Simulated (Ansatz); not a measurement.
```yaml
crystal:
  lattice:
    - [3.57376, 0.00000, 0.00000]
    - [0.00000, 3.57376, 0.00000]
    - [0.00000, 0.00000, 3.57376]
  atoms:
    - { symbol: Bi, position: [0.00000, 0.00000, 0.00000] }
    - { symbol: P, position: [0.50000, 0.50000, 0.50000] }
```

Space group Pm-3m; started from the CsCl prototype, which need not be the ambient phase.

Theory: DFT r2SCAN, scalar-relativistic, plane waves, PAW (Ansatz).

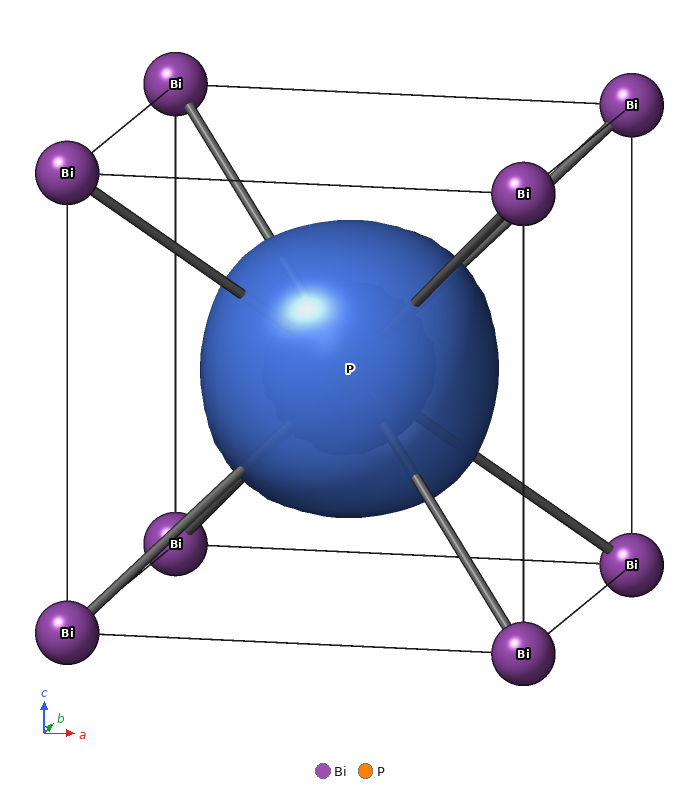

BiP. Isosurface of the ELF at 0.7 (blue), seen slightly off an axis. Core shells and regions of very low density are left out. Sticks mark near contacts.

**What do the ELF domains correspond to?**

The surface consists of one region wrapped around P (its valence shell), counted in one cell of 2 atoms. Any copies at cell faces, edges or corners count once. Profiles from the grid: Bi–P (3.09 Å): the ELF peaks at about 0.85 in the valence shell of P, 0.9 Å from its nucleus, and drops to about 0.30 between the two atoms.
